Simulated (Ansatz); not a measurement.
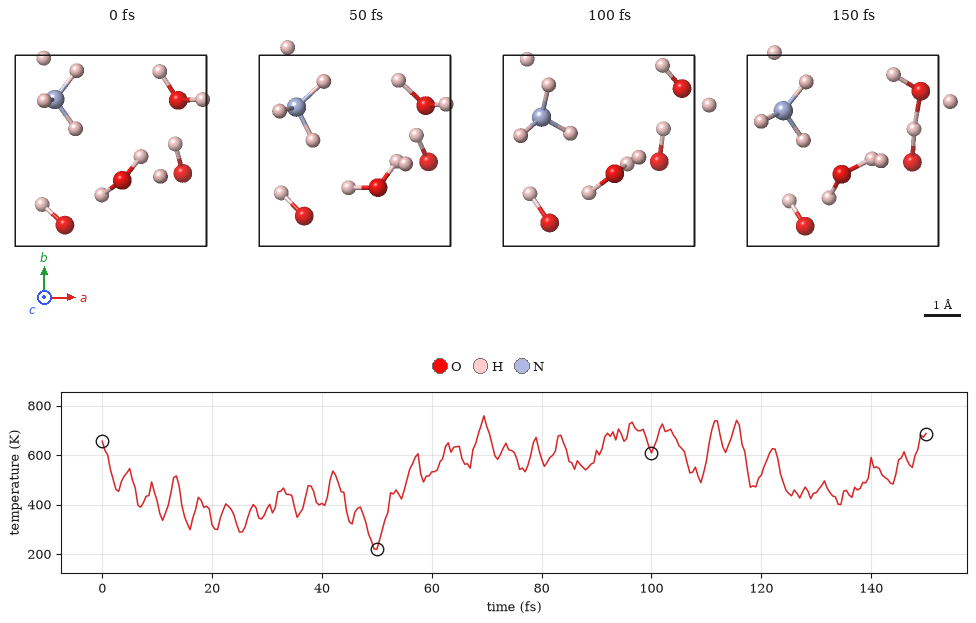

First-principles dynamics of a periodic cell with 4 H2O + 1 NH3 at 0.93 g/cm³, 150 fs long. Frames and the history of the run. Style: ball-and-stick. Shown: the simulation cell, along the c axis.

These are results of DFT PBE, scalar-relativistic, plane waves, PAW (Ansatz 0.2.0), not measurements. Set-up: plane-wave cutoff 420 eV; k-point mesh 1 × 1 × 1; Fermi-Dirac smearing 0.05 eV; low-accuracy preset; Langevin thermostat (NVT); set temperature 700 K; time step 0.5 fs; friction 0.02 per fs.

Question: What happens in this trajectory?

Answer: Root-mean-square distances from the starting positions over the second half, with the common drift of all atoms taken out: H 0.55 Å, N 0.45 Å, O 0.43 Å. The heavy atoms stay within a fraction of a molecule's size of their starting places; so short a run doesn't tell a liquid from a solid. Bond changes: one H–N bond forms at about 62 fs; one H–O bond breaks at about 102 fs. The mean temperature in the second half is 578 K (standard deviation 90 K). The potential energy in the second half lies on average 62.1 meV per atom above the first frame.

Limits of the set-up: the program's low-accuracy preset was used; the periodic images lie only 5.4 Å apart, so the values are limited by the cell's size.

The run took about 3 core-minutes on a shared host.
